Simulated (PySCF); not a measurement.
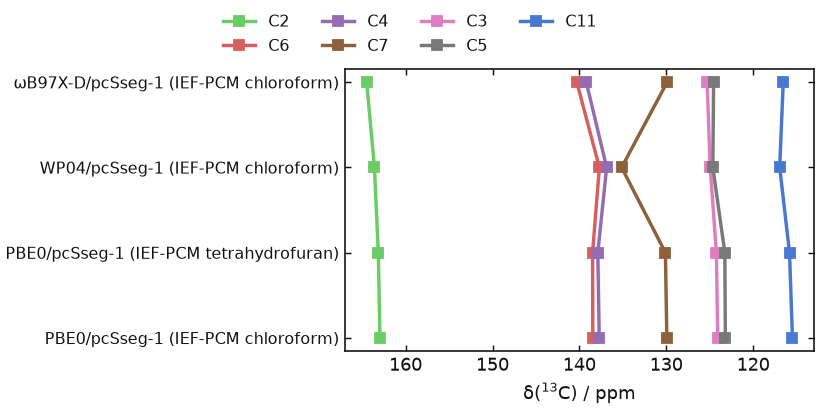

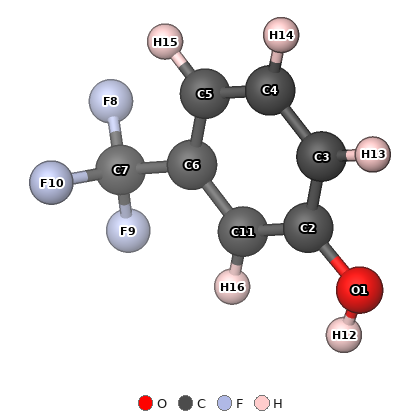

GIAO ¹³C shifts of C₇H₅F₃O, SMILES Oc1cccc(C(F)(F)F)c1 at several levels, one geometry, PySCF 2.14.0, at a PBE0-D3(BJ)/def2-SVP geometry (no frequency check); values of one conformer, averaged over methyl-type rotors and exact or near symmetry; each against TMS at the same level.

### Which of the plotted signals depends most on the level, and by how much?

That of C7: from 129.9 ppm (ωB97X-D/pcSseg-1 (IEF-PCM chloroform)) to 135.1 ppm (WP04/pcSseg-1 (IEF-PCM chloroform)), a spread of 5.2 ppm. The steadiest, C3, moves by 1.2 ppm.

### Do all levels give the signals in the same order?

Yes, the order of the signals is the same at every level.
